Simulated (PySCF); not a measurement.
C₃H₁₀O₂Si₂ (SMILES CO[SiH2][SiH]1COC1)

| atom | x (Å) | y (Å) | z (Å) |
| --- | --- | --- | --- |
| C | 3.3342 | 0.4159 | -0.4978 |
| O | 1.9442 | 0.3987 | -0.3904 |
| Si | 1.0319 | -0.3326 | 0.7357 |
| Si | -1.0223 | 0.2742 | -0.0852 |
| C | -2.3874 | -1.0849 | -0.0181 |
| O | -3.0434 | -0.4591 | 1.0905 |
| C | -2.3405 | 0.7810 | 1.2268 |
| H | 3.7846 | 0.8729 | 0.3860 |
| H | 3.6014 | 0.9979 | -1.3801 |
| H | 3.7255 | -0.5983 | -0.6012 |
| H | 1.3381 | -1.7749 | 0.7808 |
| H | 1.3907 | 0.1524 | 2.0813 |
| H | -1.1699 | 1.0923 | -1.3071 |
| H | -3.0705 | -1.1443 | -0.8708 |
| H | -2.0997 | -2.1041 | 0.2545 |
| H | -2.0232 | 0.9100 | 2.2654 |
| H | -3.0006 | 1.6150 | 0.9692 |

Geometry: GFN2-xTB.

These are results of wB97X-D/def2-SVPD, SCF density, gas phase (PySCF), not measurements.

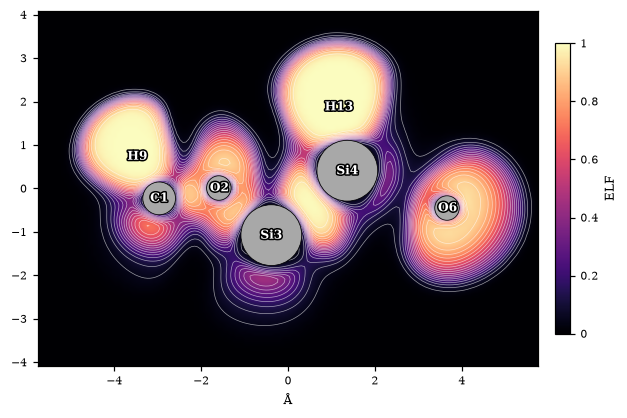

Figure 1. Electron localisation function on the plane of atoms O2, C1 and H9. Grey discs cover the atomic cores.

What does the map show?

Answer. The section cuts through C, O, Si and H sites. C–O (1.39 Å): the ELF peaks at about 0.90 between the atoms (a shared but strongly polarised pair). Si–O (1.62 Å): the ELF peaks at about 0.85 between the atoms, as expected for a short, strongly polar bond. Si–Si (2.29 Å): the ELF peaks at about 1 between the atoms (a shared electron pair). C–H (1.09 Å): the ELF climbs to about 1 towards the hydrogen, as it does in any bond to H (a covalent bond by its length). Si–H (1.48 Å): the ELF climbs to about 1 towards the hydrogen. The ELF also peaks beside O6 and O2, away from the bonds: lone-pair regions.

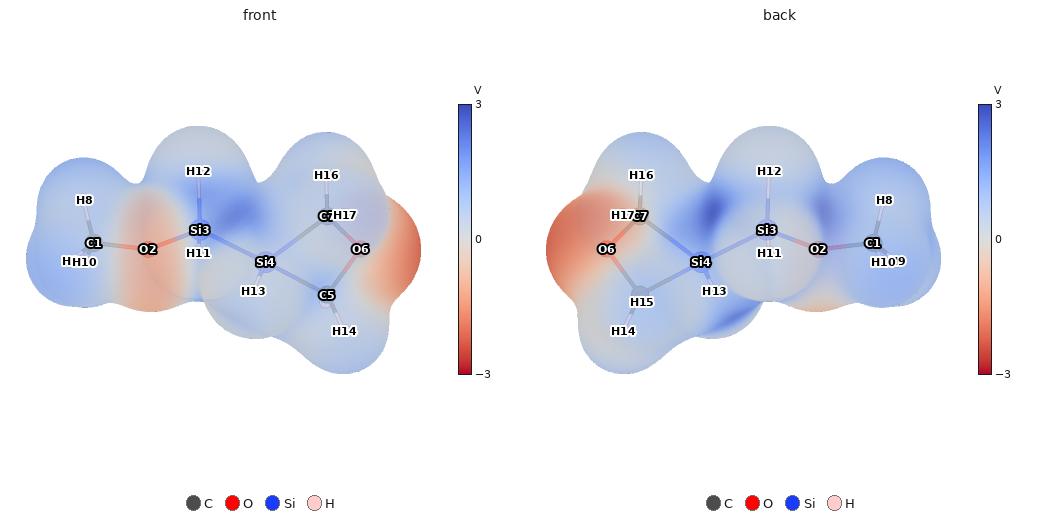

Figure 2. The electrostatic potential painted on the density surface at 0.004 e/bohr³, seen from the front and from behind; red is negative and blue positive.

Where is the surface potential most negative and most positive?

Answer. The most negative region (about −2.1 V) lies over O6, the most positive (about +2.4 V) over Si3. O6 is the likeliest acceptor of a hydrogen bond.

How polar is the molecule by this calculation?

Answer. Its dipole moment is 3.02 D.
